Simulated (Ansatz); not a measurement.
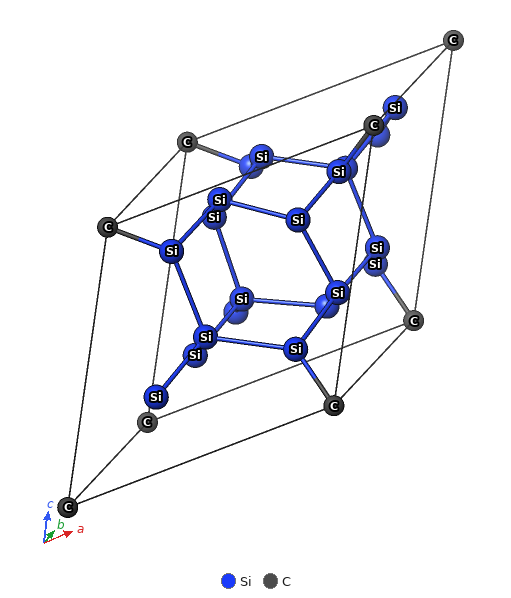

An orthographic ball-and-stick view of the structure, slightly off an axis. One simulation cell is framed, with atoms on its boundary repeated.

It has the composition Si16C. In the cell are 16 Si, 1 C, which makes 1 formula unit. The neighbours of C are three Si. The bonds build a three-dimensional framework.

Provenance: a structure listed in the Materials Project, repeated into a supercell with a point defect put in. The atoms were relaxed in a fixed cell with DFT PBE, scalar-relativistic, plane waves, PAW in Ansatz 0.2.0.
